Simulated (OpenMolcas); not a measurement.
Multiconfigurational calculation, with input and output: Cu²⁺ complex

System: Cu²⁺ with 8 ligands (F; cube, 2.238 Å), embedded in CaF2 by model potentials and point charges, whose field is part of the energies.
Method: state-averaged CASSCF, active space 9 electrons in the shell 3d, basis ANO-RCC-VTZP on the metal and ANO-RCC-VDZP on the ligands, DKH2 scalar Hamiltonian, spin-orbit coupling by RASSI with atomic mean-field integrals (OpenMolcas).

Input file:
```
&GATEWAY
Basis set
Cu.ANO-RCC-VTZP.
Cu1 0.0 0.0 0.0 Angstrom
End of basis
Basis set
F.ANO-RCC-VDZP.
L1 1.292110 1.292110 1.292110 Angstrom
L2 1.292110 1.292110 -1.292110 Angstrom
L3 1.292110 -1.292110 1.292110 Angstrom
L4 1.292110 -1.292110 -1.292110 Angstrom
End of basis
Basis set
Ca.EMB-AIMP.Pascual.0s.0s.ECP.CaF2.
PseudoCharge
* 21 symmetry-unique lattice sites within 7.6 angstrom
End of basis
Basis set
F.EMB-AIMP.Pascual.0s.0s.ECP.CaF2.
PseudoCharge
* 40 symmetry-unique lattice sites within 7.6 angstrom
End of basis
Symmetry
XYZ
AngMom=0.0 0.0 0.0
AMFI
RICD
XField
1348 Angstrom 0
* Evjen-weighted lattice charges
&SEWARD
&RASSCF
FileOrb=start.orb
Symmetry=1
Spin=2
nActEl=9 0 0
Inactive=23 26
Ras2=5 0
CIRoot=5 5 1
SDav=5
CIMx=300
Iter=150 100
PrWF=0.3
OrbListing=Nothing
MaxOrb=0
LevShft=1.0
>>> COPY $Project.JobIph JOB001
&RASSI
NrOfJobIphs=1 5
1 2 3 4 5
IphNames
JOB001
EJob
SpinOrbit
DIPRint=1.0
SOCoupling=1000.0
Subsets=2
Property=9
'ANGMOM' 1 'ANGMOM' 2 'ANGMOM' 3 'MLTPL  1' 1 'MLTPL  1' 2 'MLTPL  1' 3
'AMFI' 1 'AMFI' 2 'AMFI' 3
SOProperty=3
'ANGMOM' 1 'ANGMOM' 2 'ANGMOM' 3
```

The file start.orb holds starting orbitals from an earlier step. A driver script formed the levels outside the program, from RASSI's spin-orbit matrix and the active-space energies, averaged over the components of each term or state.

Launched with:
```bash
OMP_NUM_THREADS=1 MOLCAS_MEM=2457 MOLCAS_PROJECT=a pymolcas a.inp > a.log  # once for each step of the input, in one work folder
```

The program's output (extracts):
```
--- SEWARD ---
Basis set label: CU.ANO-RCC...6S5P3D2F1G.

      Electronic valence basis set:
      ------------------
      Associated Effective Charge  29.000000 au
      Associated Actual Charge     29.000000 au
      Nuclear Model: Point charge

      Shell  nPrim  nBasis  Cartesian Spherical Contaminant
         s      21       6        X
         p      15       5        X
         d      10       3                 X
         f       6       2                 X
         g       4       1                 X
                  Relativistic Douglas-Kroll-Hess integrals:
                    - DKH order of Hamiltonian: 2
                    - DKH order of Properties : 0
                  Atomic mean-field integrals
--- RASSCF ---
Wave function specifications:
      -----------------------------

      Number of closed shell electrons          98
      Number of electrons in active shells       9
      Max number of holes in RAS1 space          0
      Max nr of electrons in RAS3 space          0
      Number of inactive orbitals               49
      Number of active orbitals                  5
      Number of secondary orbitals             117
      Spin quantum number                      0.5
      State symmetry                             1
Orbital specifications:
      -----------------------

      Symmetry species                           1   2
                                                ag  au
      Frozen orbitals                            0   0
      Inactive orbitals                         23  26
      Active orbitals                            5   0
      RAS1 orbitals                              0   0
      RAS2 orbitals                              5   0
      RAS3 orbitals                              0   0
      Secondary orbitals                        58  59
      Deleted orbitals                           0   0
      Number of basis functions                 86  85
      Number of CSFs                             5
      Number of root(s) required                 5
      Iter CI   SX   CI       RASSCF       Energy    max ROT     max BLB   max BLB  Level Ln srch  Step   QN
          iter iter root      energy       change     param      element    value   shift minimum  type update
 Nr of preliminary CI iterations:   1
      Total energies have been shifted. Add                -2000.00 au
        1   1   13    0  -450.48544546    0.00E+00  -4.36E-02   24  30 1  3.24E-01*  1.46   0.00    SX    NO
        2   1   13    0  -451.17436639   -6.89E-01* -1.44E-02   24  36 1  1.34E-01*  1.13   0.00    SX    NO
        3   1   13    0  -451.25229484   -7.79E-02* -7.97E-03   24  30 1  4.54E-02*  1.10   0.00    SX    NO
        4   1   12    0  -451.26275085   -1.05E-02* -3.19E-03    5  38 2  2.39E-02*  1.05   0.00    SX    NO
        5   1   12    0  -451.26608772   -3.34E-03* -5.18E-03   25  31 1  9.93E-03*  1.05   1.81    QN   YES
        6   1   11    0  -451.26804372   -1.96E-03*  8.83E-04   25  31 1 -4.29E-03*  1.04   1.05    QN   YES
        7   1   10    0  -451.26816860   -1.25E-04*  5.96E-04   28  40 1 -2.17E-03*  1.04   1.68    LS   YES
        8   1   10    0  -451.26819297   -2.44E-05* -2.48E-04    6  39 2 -3.30E-03*  1.04   1.00    QN   YES
        9   1    9    0  -451.26821005   -1.71E-05* -7.67E-05   25  31 1  3.86E-04*  1.04   1.28    QN   YES
       10   1    8    0  -451.26821168   -1.62E-06*  3.06E-05    5  38 2  1.94E-04*  1.04   1.21    QN   YES
       11   1    7    0  -451.26821190   -2.19E-07*  1.75E-05    6  39 2  1.03E-04*  1.04   1.38    QN   YES
       12   1    6    0  -451.26821194   -4.22E-08*  2.82E-06   26  54 1  1.20E-05   1.04   1.17    QN   YES
       13   1    5    0  -451.26821195   -7.76E-09   1.28E-06    5  38 2 -8.77E-06   1.04   1.04    QN   YES
      Convergence after 13 iterations
       14   1    5    0  -451.26821195   -5.51E-10   1.28E-06    4  37 2 -3.28E-06   1.04   1.04    QN   YES
      Natural orbitals and occupation numbers for root  1
      sym 1:   1.000000   2.000000   2.000000   2.000000   2.000000
      Natural orbitals and occupation numbers for root  2
      sym 1:   2.000000   1.000000   2.000000   2.000000   2.000000
      Natural orbitals and occupation numbers for root  3
      sym 1:   2.000000   2.000000   2.000000   1.000000   2.000000
::    RASSCF root number  1 Total energy:  -2451.27258244
::    RASSCF root number  2 Total energy:  -2451.27258244
::    RASSCF root number  3 Total energy:  -2451.27258244
::    RASSCF root number  4 Total energy:  -2451.26165621
::    RASSCF root number  5 Total energy:  -2451.26165621
--- RASSI ---
SPIN-FREE ENERGIES:
  (Shifted by EMIN (a.u.) =      -2451.2725824395)

 SF State       Relative EMIN(au)   Rel lowest level(eV)    D:o, cm**(-1)

     1             0.0000000000        0.0000000000              0.0000
     2             0.0000000000        0.0000000000              0.0000
     3             0.0000000000        0.0000000000              0.0000
     4             0.0109262341        0.2973179770           2398.0312
     5             0.0109262341        0.2973179770           2398.0312
     Dipole printing threshold changed to   1.00000000E+00
Eigenvalues of complex Hamiltonian:
   -----------------------------------
  (Shifted by EMIN (a.u.) =      -2451.2725824395)

 SO State       Relative EMIN(au)   Rel lowest level(eV)    D:o, cm**(-1)

     1            -0.0037338273        0.0000000000              0.0000
     2            -0.0037338273        0.0000000000              0.0000
     3            -0.0000171989        0.1011346120            815.7057
     4            -0.0000171988        0.1011346136            815.7057
     5            -0.0000171989        0.1011346120            815.7057
     6            -0.0000171988        0.1011346136            815.7057
     7             0.0128103466        0.4501899052           3631.0265
     8             0.0128103466        0.4501899067           3631.0265
     9             0.0128103466        0.4501899067           3631.0265
    10             0.0128103466        0.4501899052           3631.0265
Weights of the five most important spin-orbit-free states for each spin-orbit state.

 SO State  Total energy (au)           Spin-free states, spin, and weights
 -------------------------------------------------------------------------------------------------------
    1        -0.003734       1 0.5  0.3333    2 0.5  0.3333    3 0.5  0.3333    5 0.5  0.0000    4 0.5  0.0000
    2        -0.003734       1 0.5  0.3333    2 0.5  0.3333    3 0.5  0.3333    5 0.5  0.0000    4 0.5  0.0000
    3        -0.000017       3 0.5  0.5346    2 0.5  0.2763    4 0.5  0.0741    5 0.5  0.0728    1 0.5  0.0423
    4        -0.000017       1 0.5  0.5260    2 0.5  0.2933    5 0.5  0.0739    4 0.5  0.0730    3 0.5  0.0338
    5        -0.000017       3 0.5  0.5342    2 0.5  0.2770    4 0.5  0.0742    5 0.5  0.0727    1 0.5  0.0419
    6        -0.000017       1 0.5  0.5273    2 0.5  0.2909    5 0.5  0.0744    4 0.5  0.0725    3 0.5  0.0349
    7         0.012810       5 0.5  0.4352    4 0.5  0.4180    1 0.5  0.0908    2 0.5  0.0501    3 0.5  0.0060
    8         0.012810       4 0.5  0.4352    5 0.5  0.4180    3 0.5  0.0919    2 0.5  0.0478    1 0.5  0.0071
    9         0.012810       4 0.5  0.4352    5 0.5  0.4180    3 0.5  0.0919    2 0.5  0.0478    1 0.5  0.0071
   10         0.012810       5 0.5  0.4352    4 0.5  0.4180    1 0.5  0.0908    2 0.5  0.0501    3 0.5  0.0060
 -------------------------------------------------------------------------------------------------------
```

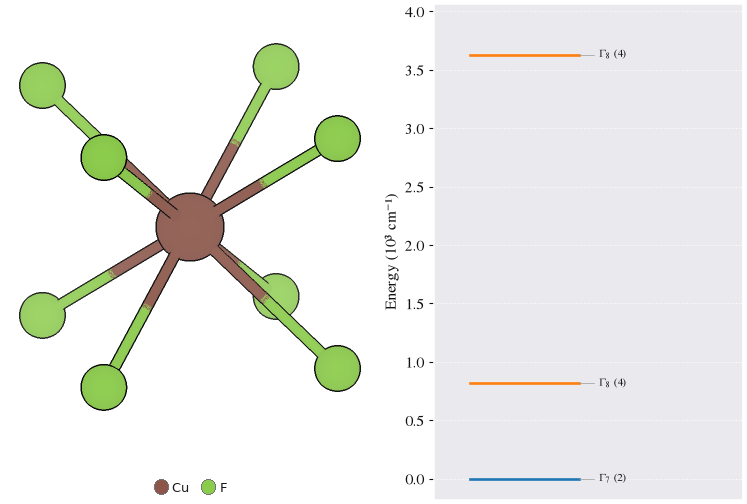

*Cu²⁺ (3d⁹) as a dopant in CaF₂, a cluster with its 8 nearest F⁻ at 2.238 Å (cube) embedded in model potentials and point charges; the geometry was set, not optimised, and its levels. Labels give the representation in O, Td, D4 or D3 as the site allows (double group for half-integer spin) where it could be assigned and, in brackets, the degeneracy; spin-free states, where drawn, share the zero of the spin-orbit levels.*

The ground level is Γ₇, a Kramers doublet, 100 % from states of spin multiplicity 2. Its principal g values are 1.96, 1.96 and 1.96, isotropic. The next level lies at 816 cm⁻¹ (Γ₈). The active orbitals hold 98 to 99 % metal character (Löwdin), and the Mulliken charge of the metal is +1.64.

Results in brief:

- outcome: converged
- energy of the lowest spin-free term: −2451.27258 hartree
- energy of the lowest spin-orbit level: −2451.27632 hartree
- largest spread among components of a term: 0.0 cm⁻¹
- hardware: 1 thread of Arm Neoverse V1, 24 GiB of memory available, shared host
- wall time: 15 s
- peak memory: 0.2 GiB

Remarks:

Without dynamic correlation the splittings between terms come out too large, often by 20 to 50 %. To bear in mind: the geometry is set by hand, with no relaxation.
